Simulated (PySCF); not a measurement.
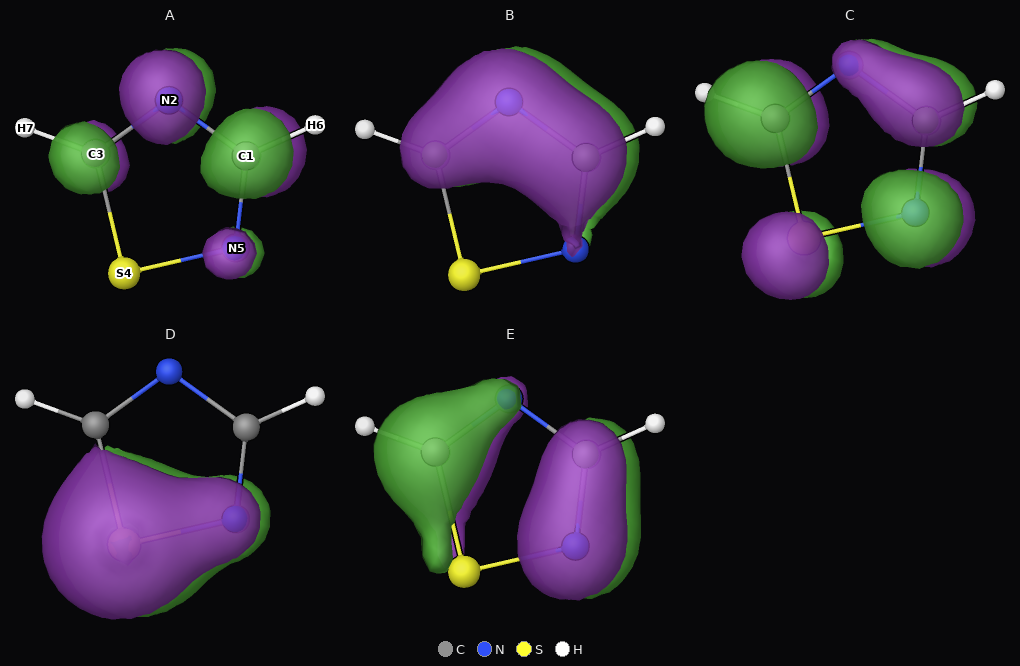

Figure. C$_{2}$H$_{2}$N$_{2}$S, SMILES `c1ncsn1`. Natural orbitals of the π active space, CASSCF(6,5), triplet state at the geometry of the singlet, in random order.

Method: aug-cc-pVDZ basis; geometry: GFN2-xTB; program: PySCF. No frequency check shows the geometry to be a minimum. GFN2-xTB bond lengths at metals and heavier atoms can be off by up to 0.1 Å and shapes distorted, which carries into these values.

The calculation's input:

```python
import numpy as np
from pyscf import gto, scf, dft, mcscf, mrpt
from pyscf.mcscf import avas

def solve(mol, dm0=None, hcore=None):
    mf = scf.ROHF(mol) if mol.spin else scf.RHF(mol)
    mf = mf.density_fit(auxbasis='def2-universal-jkfit')
    mf.conv_tol, mf.max_cycle = 1e-8, 80
    if hcore is not None:
        mf.get_hcore = lambda *args: hcore
    mf.kernel(dm0)
    if not mf.converged:
        mf = mf.newton().run(mf.mo_coeff, mf.mo_occ, max_cycle=30)
    assert mf.converged, 'SCF not converged'
    return mf

mol = gto.M(atom='''
C     -1.18696     0.63916     0.00000
N     -1.25768    -0.70434     0.00000
C     -0.06265    -1.19003     0.00000
S      1.14309     0.05197     0.00000
N     -0.01119     1.20042     0.00000
H     -2.08038     1.23589     0.00000
H      0.17072    -2.23468     0.00000
''', basis='aug-cc-pvdz', charge=0, spin=0, verbose=4)
mf = solve(mol)
ncas, nel, orbs = avas.avas(mf, ['C 2pz', 'N 2pz', 'S 3pz'], threshold=0.5, openshell_option=3)
print('active space', nel, ncas)
assert 2 <= ncas <= 10, 'active space too large or empty'
mc = mcscf.CASSCF(mf, ncas, nel)
mc.natorb, mc.max_cycle_macro = True, 60
mc.fix_spin_(ss=mol.spin / 2 * (mol.spin / 2 + 1))
mc.kernel(orbs)
occ = mc.mo_occ[mc.ncore:mc.ncore + ncas]
print('natural occupations', occ.round(4))
e2 = mrpt.NEVPT(mc).kernel()
out = dict(c=mc.mo_coeff[:, mc.ncore:mc.ncore + ncas], occ=occ, e=mc.e_tot, e2=e2, ehf=mf.e_tot, ok=mc.converged, nel=nel, w0=abs(mc.ci).max() ** 2, dm=mc.make_rdm1())
# the other spin state at the same geometry
other = mol.copy().set(spin=2).build()
mo = scf.ROHF(other).density_fit(auxbasis='def2-universal-jkfit').run()
na = (nel + other.spin) // 2
m2 = mcscf.CASSCF(mo, ncas, (na, nel - na))
m2.natorb = True
m2.fix_spin_(ss=other.spin / 2 * (other.spin / 2 + 1))
m2.kernel(mc.mo_coeff)
e2o = mrpt.NEVPT(m2).kernel()
print('other state above this one / eV: CASSCF', (m2.e_tot - mc.e_tot) * 27.211386, 'NEVPT2', (m2.e_tot + e2o - mc.e_tot - e2) * 27.211386)
np.savez('result.npz', eo=m2.e_tot, e2o=e2o, oko=m2.converged, occo=m2.mo_occ[mc.ncore:mc.ncore + ncas], co=m2.mo_coeff[:, mc.ncore:mc.ncore + ncas], **out)
```

Command:

```sh
OMP_NUM_THREADS=1 python input.py
```

The run took 44 s on 1 thread of Intel(R) Xeon(R) Platinum 8259CL CPU @ 2.50GHz (Skylake/Cascade Lake), with other jobs on the host, peak memory 0.34 GiB.

### Which orbitals are strongly, which singly and which weakly occupied?

Strongly: D (2.00), B (1.89). About singly: E (1.04), C (0.96). Weakly: A (0.12). Broadly, orbitals with more nodes between bonded atoms hold fewer electrons.

### Where does the lowest triplet lie relative to the singlet, at this geometry and within this active space?

4.72 eV above it by strongly contracted NEVPT2 (+4.21 eV by CASSCF); a small basis tends to put such gaps a few tenths of an eV too high. This is a vertical energy for π states alone; a state that uses lone pairs or σ orbitals may lie lower.
